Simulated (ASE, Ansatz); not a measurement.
# Generalised stacking fault on (111) (glide set) of a Ge-Si solid solution (72 atoms), the geometry as built

Diamond-structure Ge lattice (a = 5.5919 Å, the value set for the mixture), cell with z along [111], 1 x 3 x 2 periods; the third cell vector is tilted by 0.917 of 1/2[11-2] and lengthened by 0.2 Å, so the cell holds one fault (glide set); displaced by a Gaussian of 0.01 Å; 21 of 72 Ge sites given to Si at random (lattice constant by Vegard's rule between Ge and Si).

Calculated values (Ansatz 0.2.0, Kohn-Sham DFT, r2SCAN, PAW (set soft_2), plane waves; cutoff 500 eV, k-mesh 2×1×1, gaussian smearing of 0.05 eV) for the geometry as built.

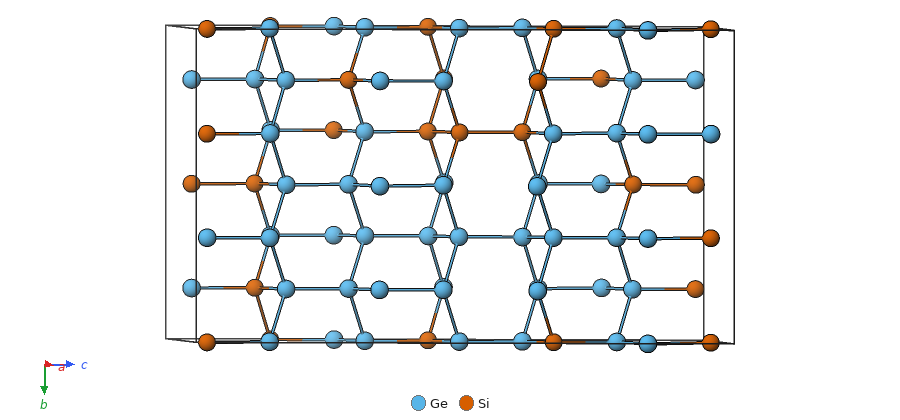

The structure (germanium blue, silicon orange). Some periodic images of atoms are drawn too.

Cell vectors (Å):

```
6.849 0.000 0.000
0.000 11.862 0.000
6.278 0.000 19.571
```

Positions (Å):

```
1 Ge 3.414 1.988 0.409
2 Ge 3.412 1.978 2.838
3 Ge 5.701 1.979 3.630
4 Si 5.695 1.974 6.040
5 Si 6.854 0.002 0.410
6 Ge 6.847 11.850 2.813
7 Si 2.267 11.861 3.623
8 Ge 2.267 0.010 6.075
9 Ge 4.564 0.010 6.860
10 Si 4.560 0.003 9.285
11 Si 3.426 5.934 0.405
12 Si 3.443 5.928 2.818
13 Ge 5.700 5.934 3.645
14 Ge 5.698 5.928 6.039
15 Si 6.851 3.970 0.408
16 Ge 6.843 3.968 2.841
17 Ge 2.282 3.941 3.640
18 Si 2.276 3.945 6.059
19 Ge 4.565 3.958 6.853
20 Si 4.557 3.961 9.280
21 Ge 7.975 1.972 6.863
22 Ge 7.980 1.983 9.296
23 Si 3.423 1.986 10.093
24 Si 10.293 1.984 12.523
25 Ge 5.705 1.967 13.311
26 Si 5.708 1.959 15.734
27 Ge 6.843 0.006 10.093
28 Ge 6.829 0.007 12.519
29 Si 9.119 11.859 13.325
30 Ge 9.139 11.857 15.745
31 Ge 11.412 0.023 16.551
32 Si 11.417 11.848 18.963
33 Ge 3.423 9.879 0.407
34 Si 3.433 9.876 2.831
35 Ge 5.704 9.879 3.640
36 Ge 5.721 9.871 6.038
37 Ge 6.872 7.904 0.413
38 Ge 6.852 7.921 2.821
39 Ge 2.277 7.920 3.637
40 Ge 2.293 7.921 6.058
41 Ge 4.565 7.899 6.864
42 Ge 4.582 7.915 9.291
43 Ge 7.971 5.953 6.855
44 Ge 7.971 5.925 9.287
45 Ge 3.439 5.932 10.102
46 Ge 10.251 5.935 12.498
47 Ge 5.711 5.923 13.331
48 Ge 5.703 5.947 15.732
49 Si 6.851 3.954 10.105
50 Si 6.850 3.953 12.511
51 Ge 9.131 3.969 13.305
52 Ge 9.115 3.954 15.748
53 Ge 11.419 3.954 16.549
54 Ge 11.407 3.955 18.973
55 Ge 7.989 1.986 16.559
56 Ge 8.002 1.977 18.964
57 Ge 7.981 9.878 6.838
58 Ge 7.980 9.884 9.287
59 Ge 3.411 9.880 10.078
60 Ge 10.259 9.894 12.517
61 Ge 5.717 9.902 13.314
62 Ge 5.711 9.881 15.754
63 Ge 6.840 7.905 10.080
64 Ge 6.847 7.921 12.519
65 Ge 9.129 7.900 13.313
66 Ge 9.136 7.911 15.742
67 Ge 11.414 7.901 16.552
68 Si 11.420 7.896 18.966
69 Si 7.982 5.922 16.571
70 Si 8.003 5.943 18.978
71 Ge 7.995 9.889 16.542
72 Si 7.985 9.890 18.964
```

**Question.** What force acts on each atom, and what charge does it carry?

Columns: atom, q, fx, fy, fz (forces in eV/Å, q the intrinsic-atomic-orbital charge in e).

```
1 -0.01 8.907 -0.098 3.426
2 -0.01 -0.104 -0.466 -0.083
3 -0.02 0.027 -0.073 0.334
4 0.10 0.021 0.074 0.057
5 0.03 6.402 -0.106 1.694
6 -0.05 0.284 0.118 -0.219
7 0.07 0.345 -0.378 0.063
8 -0.02 0.135 -0.141 -0.788
9 -0.05 0.225 0.101 0.279
10 0.07 -0.198 0.325 0.076
11 -0.01 7.133 0.109 2.691
12 0.07 -0.309 0.052 -0.364
13 -0.02 -0.281 0.164 -0.397
14 0.00 -0.045 0.038 0.148
15 0.08 7.348 0.154 2.463
16 -0.03 0.054 -0.114 -0.629
17 -0.04 0.185 0.593 0.286
18 0.09 -0.070 0.192 -0.003
19 -0.08 -0.258 -0.433 0.201
20 0.04 0.350 -0.388 0.279
21 -0.05 -0.262 0.502 -0.137
22 -0.05 0.283 0.320 0.175
23 0.01 0.368 -0.062 0.189
24 0.05 -0.527 -0.366 -0.395
25 -0.08 -0.127 0.569 0.324
26 0.11 0.085 0.339 0.080
27 -0.02 -0.434 -0.065 -0.026
28 -0.02 0.688 -0.022 -0.098
29 0.06 0.234 0.494 -0.165
30 -0.02 -0.066 0.205 -0.428
31 -0.04 0.289 -0.044 0.407
32 0.04 -6.247 0.008 -1.931
33 -0.11 7.265 -0.058 2.613
34 0.08 -0.273 0.462 -0.028
35 -0.02 -0.402 0.071 -0.335
36 0.00 -0.356 0.160 0.181
37 -0.07 6.871 0.063 1.714
38 0.01 -0.018 -0.190 0.035
39 -0.04 0.552 -0.223 -0.336
40 0.00 -0.074 -0.130 -0.107
41 0.00 0.087 0.083 0.069
42 0.00 -0.262 -0.084 -0.161
43 -0.03 0.384 -0.573 -0.056
44 -0.03 0.103 -0.284 0.064
45 -0.02 -0.066 -0.260 -0.401
46 0.01 0.375 -0.021 0.158
47 -0.03 0.023 -0.173 -0.408
48 -0.01 0.524 -0.272 0.379
49 0.04 -0.562 -0.003 0.217
50 0.07 -0.028 -0.056 -0.388
51 -0.05 -0.241 -0.559 -0.055
52 -0.02 0.051 0.431 0.015
53 -0.01 0.086 -0.366 -0.074
54 -0.06 -6.994 0.070 -2.246
55 -0.02 -0.502 -0.230 -0.185
56 -0.02 -9.096 -0.017 -3.156
57 0.00 0.128 0.133 0.420
58 0.00 -0.046 0.024 -0.292
59 -0.03 0.288 0.466 0.068
60 -0.03 -0.064 0.236 -0.015
61 0.00 -0.288 -0.162 0.244
62 0.01 -0.075 0.175 -0.127
63 0.00 0.201 0.028 0.364
64 0.00 -0.068 -0.172 -0.229
65 0.00 -0.010 0.198 0.121
66 -0.02 -0.273 -0.514 0.150
67 -0.02 -0.031 0.148 0.565
68 0.08 -7.044 -0.128 -2.221
69 0.07 0.027 0.213 0.358
70 0.01 -7.205 -0.125 -2.621
71 -0.02 -0.037 -0.087 0.659
72 0.08 -7.386 0.123 -2.457
```

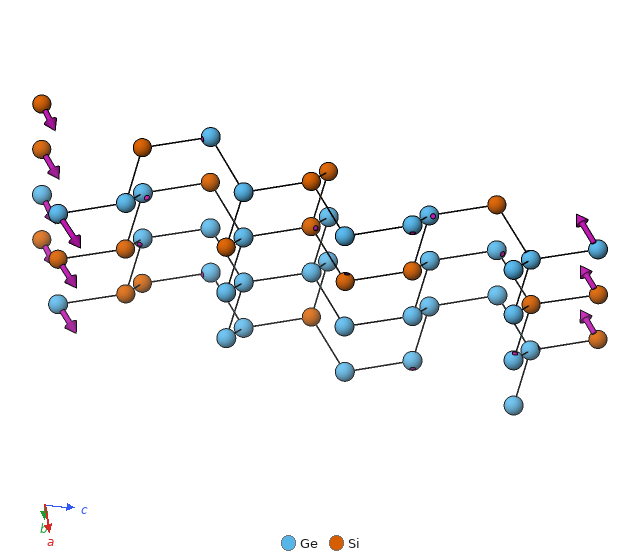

The forces as arrows, the longest 9.63 eV/Å. Drawn is a slice 4 Å thick, seen at a slant to the bc plane. Bonds to atoms that aren't drawn are left out.

The r.m.s. force component is 1.85 eV/Å; the longest force, 9.63 eV/Å, acts on Ge56.

[Logs are printed without paths, hosts, clocks, repeated set-up lines and the standing remarks that a program may print on its own settings, such as how far it seeks lower states.]

[Hosts, paths, dates, database ids (printed as entryN), source tags and the programs' standing remarks are cut or masked in the printed files.]
